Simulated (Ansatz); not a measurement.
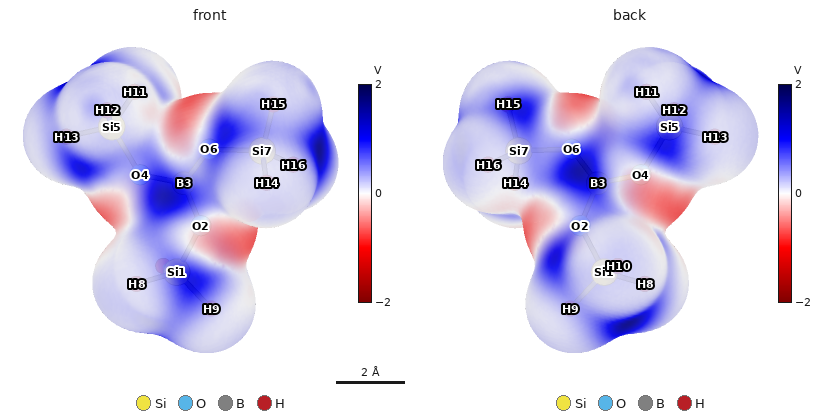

Figure 1: BH9O3Si3. The electrostatic potential painted on the density surface at 0.002 e/bohr³, seen from the front and from behind; red is negative and blue positive.

Geometry: PBE0-D4/def2-TZVP.

The calculation used Ansatz 0.2.0, RKS PBE0-D4/def2-TZVPP.

```yaml
atoms:
  - { symbol: Si, position_ang: [1.3298, 0.5228, 2.3256] }
  - { symbol: O, position_ang: [0.0252, 0.2734, 1.3378] }
  - { symbol: B, position_ang: [-0.0018, -0.0024, 0.0028] }
  - { symbol: O, position_ang: [1.1646, -0.1043, -0.6958] }
  - { symbol: Si, position_ang: [1.3945, -0.4268, -2.3030] }
  - { symbol: O, position_ang: [-1.1952, -0.1761, -0.6334] }
  - { symbol: Si, position_ang: [-2.7285, -0.0999, -0.0143] }
  - { symbol: H, position_ang: [2.1969, -0.6812, 2.3519] }
  - { symbol: H, position_ang: [0.7844, 0.7815, 3.6784] }
  - { symbol: H, position_ang: [2.1128, 1.6955, 1.8632] }
  - { symbol: H, position_ang: [0.7397, 0.6101, -3.1385] }
  - { symbol: H, position_ang: [0.8508, -1.7645, -2.6453] }
  - { symbol: H, position_ang: [2.8587, -0.4049, -2.5267] }
  - { symbol: H, position_ang: [-2.9128, -1.1271, 1.0407] }
  - { symbol: H, position_ang: [-3.6477, -0.3669, -1.1448] }
  - { symbol: H, position_ang: [-2.9941, 1.2483, 0.5458] }
```

Q: Which sites attract a positive test charge, and which a negative one?

A: A positive charge is drawn to the negative regions and a negative charge to the positive ones. The most negative region (about −0.6 V) lies over O2, O4 and O6, the most positive (about +1.5 V) over Si1, B3, Si5 and Si7.
